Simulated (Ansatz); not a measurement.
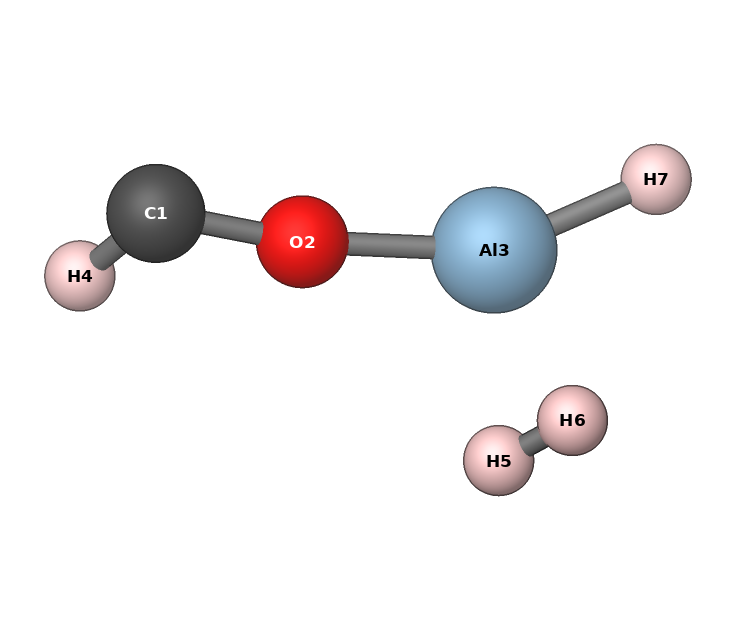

State: charge +1, singlet. Computed geometry: PBE0-D4/def2-TZVP optimisation. No frequency run is at hand to confirm it as a minimum.

> Describe the coordination of atom 1.

C1 has 2 neighbours (O2 at 1.30, H4 at 1.11 Å); the arrangement is bent.

> Describe the coordination of atom 3.

Al3 has 2 neighbours (O2 at 1.65, H7 at 1.54 Å); the arrangement is bent.
